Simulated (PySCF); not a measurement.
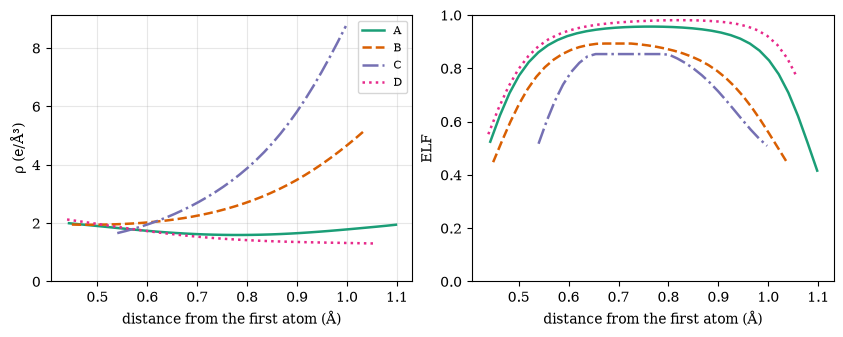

The picture shows: C4H9BF2O2. Total electron density and ELF along straight lines between neighbouring atoms. The curves leave out the atomic cores.

Geometry: GFN2-xTB.

The calculation used PBE0/pcSseg-1, SCF density, gas phase, non-relativistic (PySCF 2.14.0).

The calculation's input:

```
{"job": {"kind": "nmr", "xc": "PBE0", "basis": "pcSseg-1"}, "charge": 0, "multiplicity": 1}
C      2.966999     0.128538    -0.029587
O      1.600637     0.425352     0.095162
C      0.896531     0.294834    -1.115877
O     -0.393267     0.769761    -0.983201
C     -1.198861     0.086987    -0.012165
C     -1.773482    -1.228428    -0.572268
B     -2.342108     1.064452     0.523722
F     -3.292663     0.615694     1.320760
F     -2.427487     2.341987     0.254927
H      3.459621     0.814260    -0.728850
H      3.398399     0.244442     0.961952
H      3.118866    -0.900598    -0.378597
H      1.358942     0.912530    -1.901413
H      0.923206    -0.767482    -1.439519
H     -0.555319    -0.162788     0.846605
H     -2.329761    -1.026788    -1.483909
H     -0.978549    -1.935210    -0.795585
H     -2.440461    -1.671224     0.161427
```

Run with:

```sh
OMP_NUM_THREADS=1 python probes_run.py task.json out
```

Which curve belongs to which contact (B–F, C–B, C–C and C–O)? The first atom named is at distance zero.

Curve A: C–C (1.54 Å): ρ is about 1.6 e/Å³ halfway; the ELF peaks at about 0.95 between the atoms, as expected for localised, covalent bonding. Curve B: C–O (1.38 Å): ρ is about 2.2 e/Å³ halfway, with its minimum of 1.9 e/Å³ about 0.5 Å from C; the ELF peaks at about 0.90 between the atoms, as expected for a polar covalent bond. Curve C: B–F (1.31 Å): ρ at the midpoint is about 2.3 e/Å³; the ELF peaks at about 0.85 between the atoms (a polar covalent bond). Curve D: C–B (1.60 Å): the density is about 1.4 e/Å³ at the midpoint; the ELF peaks at about 1 between the atoms: a shared electron pair.
